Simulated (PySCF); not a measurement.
# CH6Ge2 (SMILES [CH2]1[GeH2][GeH2]1): BP86/def2-TZVP

Aim: the vertical singlet–triplet gap of CH6Ge2 at BP86/def2-TZVP, from 2 runs. 

Program for the calculation: PySCF 2.14.0.

## 1. The molecule

CH6Ge2 has 9 atoms, charge 0, and is taken as a singlet. SMILES: `[CH2]1[GeH2][GeH2]1`. The coordinates come from a PBE0-D4/def2-TZVP relaxation.

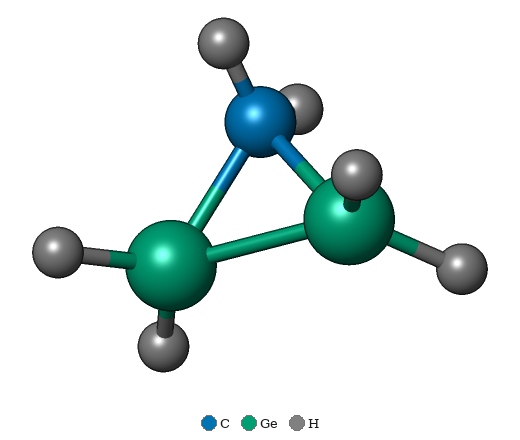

The structure, seen from a chosen angle (carbon blue, germanium teal, hydrogen grey).

## 2. A single-point energy at BP86/def2-TZVP

run.py

```python
from pyscf import gto, dft

molecule = gto.Mole()
molecule.atom = '''
C       -0.673400       0.173500      -0.763800
Ge       1.068700       0.755400      -0.009100
Ge      -0.312200      -0.958100       0.827500
H       -1.497600       0.876400      -0.684600
H       -0.645700      -0.320800      -1.730500
H        1.087800       2.146400       0.627300
H        2.301600       0.440100      -0.858200
H       -0.012100      -2.431100       0.543500
H       -1.228500      -0.728200       2.030800
'''
molecule.max_memory = 1860
molecule.verbose = 3
molecule.spin = 0
molecule.basis = 'def2-tzvp'
molecule.build()

mf = dft.RKS(molecule, xc='bp86')
mf.grids.level = 2
mf.conv_tol = 1e-10
mf.kernel()
if not mf.converged:
    mf = mf.newton().run(mf.mo_coeff, mf.mo_occ)

e_final = mf.e_tot
print('E = %.10f Eh' % e_final)
```

The run is started by

```bash
$ OMP_NUM_THREADS=1 python run.py
```

The program printed:

```text
converged SCF energy = -4196.22720595937
E = -4196.2272059594 Eh
```

Wall time 19 s (1 thread of Arm Neoverse V2, shared host); peak memory 1.2 GiB.

## 3. The triplet, same level

job.py

```python
from pyscf import gto, dft

molecule = gto.M(
    atom='''
C     -1.272542     0.327867    -1.443373
Ge     2.019550     1.427499    -0.017197
Ge    -0.589972    -1.810547     1.563748
H     -2.830054     1.656156    -1.293707
H     -1.220196    -0.606224    -3.270171
H      2.055644     4.056108     1.185425
H      4.349394     0.831668    -1.621763
H     -0.022866    -4.594113     1.027066
H     -2.321529    -1.376099     3.837656
''',
    max_memory=1860,
    unit='bohr',
    spin=2,
    verbose=3,
    basis='def2-tzvp',
)

mf = dft.UKS(molecule)
mf.xc = 'bp86'
mf.conv_tol = 1e-10
mf.grids.level = 2
mf.kernel()
if not mf.converged:
    mf = mf.newton().run(mf.mo_coeff, mf.mo_occ)

energy = mf.e_tot
print('E = %.10f Eh' % energy)
```

The run is started by

```bash
$ OMP_NUM_THREADS=1 python job.py
```

The program printed:

```text
WARN: HOMO -0.0658828058446793 >= LUMO -0.244061000296959

WARN: HOMO -0.0996356683101567 >= LUMO -0.20856362866211

WARN: HOMO -0.0599638806696699 >= LUMO -0.196857896354167

WARN: HOMO -0.0705762658489775 >= LUMO -0.19731132396603

WARN: HOMO -0.0784891817430626 >= LUMO -0.204873861884138

WARN: HOMO -0.0752818444264918 >= LUMO -0.200358182373115

WARN: HOMO -0.0752643422515895 >= LUMO -0.200456444908948

WARN: HOMO -0.0752561446041682 >= LUMO -0.200301519206423

WARN: HOMO -0.0752730624445235 >= LUMO -0.200319588681442

WARN: HOMO -0.0752728187895002 >= LUMO -0.200317487937074

WARN: HOMO -0.0752719952818168 >= LUMO -0.200315793270448

WARN: HOMO -0.0752715760262355 >= LUMO -0.200315369730632

WARN: HOMO -0.0752718850047458 >= LUMO -0.200315779970335

converged SCF energy = -4196.08206844892  <S^2> = 2.003105  2S+1 = 3.0020693
E = -4196.0820684489 Eh
```

Run time: 32 s. Hardware: 1 thread of Arm Neoverse V2, shared host; peak memory 1.2 GiB.

## 4. Outcome

Level: BP86/def2-TZVP.

| quantity | value |
| --- | --- |
| singlet: total energy | -4196.22721 Eh |
| singlet: dipole moment | 0.37 D |
| singlet: HOMO energy | -5.70 eV |
| singlet: LUMO energy | -1.26 eV |
| singlet: HOMO–LUMO gap | 4.43 eV |
| triplet: total energy | -4196.08207 Eh |
| triplet: dipole moment | 0.75 D |
| triplet: HOMO energy (highest over α and β) | -2.05 eV |
| triplet: ⟨S²⟩ | 2.003 |
| vertical energy of the triplet above the singlet | 3.949 eV |

At this shape the triplet lies 3.95 eV (381 kJ/mol) above the singlet. Mulliken charges (triplet) run from -0.40 on C1 to +0.17 on H4; they depend strongly on the basis.
